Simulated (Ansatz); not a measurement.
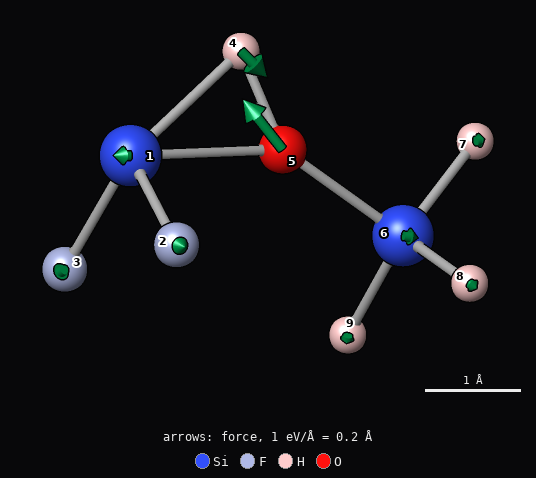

Starting geometry of Si2H4OF2 with the computed forces as green arrows. The picture is a ball-and-stick view, seen at a tilt.

The reaction that was planned forms Si1–H4, Si1–O5 and breaks H4–O5 (atoms numbered from 1 in input order).

These are results of Ansatz 0.2.0, RKS PBE0-D4/def2-SVP, not measurements.

Input
```yaml
crystal:
  periodic: [false, false, false]
  atoms:
    - {symbol: Si, position_ang: [-1.549600, -1.170100, -0.056600]}
    - {symbol: F, position_ang: [-0.840000, -1.939100, 1.174600]}
    - {symbol: F, position_ang: [-0.756000, -1.975900, -1.210300]}
    - {symbol: H, position_ang: [-1.599500, 0.616300, -0.081400]}
    - {symbol: O, position_ang: [-0.500400, 0.352800, -0.044000]}
    - {symbol: Si, position_ang: [1.055500, 0.917600, 0.041400]}
    - {symbol: H, position_ang: [0.858600, 2.350900, -0.156000]}
    - {symbol: H, position_ang: [1.545000, 0.576300, 1.370500]}
    - {symbol: H, position_ang: [1.786300, 0.271400, -1.038300]}
basis:
  gaussian: {orbitals: def2-SVP}
hamiltonian: {xc: pbe0, dispersion: d4}
relax: {f_tol: 0.04, max_steps: 150, escape_saddle: false, constraints: [{distance: [0, 3]}, {distance: [0, 4]}, {distance: [3, 4]}]}
```

Command:
```bash
ansatz run in.yaml --threads 4 --pin off --events-out ev --progress --plain --max-ram 9574MiB
```

### What follows when this structure is relaxed?

It isn't relaxed: the largest force vector, on O5, is 3.57 eV/Å. The final displacements have little in common with the starting forces (cosine between the two patterns 0.03). The atom that moves furthest after the best rigid fit is F2 (0.81 Å). By element the largest moves are F 0.81 Å, H 0.54 Å, O 0.37 Å, Si 0.16 Å. Among the contacts that change: O5–Si6 1.657 → 1.742 Å, Si1–F2 1.616 → 1.653 Å, Si6–H8 1.457 → 1.485 Å, Si6–H7 1.460 → 1.486 Å. Bond angles that change, for instance: H4–O5–Si6 146.6° → 122.1°, Si1–O5–Si6 144.4° → 127.7°, F2–Si1–H4 119.9° → 110.6°. The energy falls by 27.7 kJ/mol in 12 geometry steps. The largest force component goes from 0.98 to 0.0039 eV/Å. Cost: 17 s on 4 threads of Arm Neoverse V2, on a shared host.
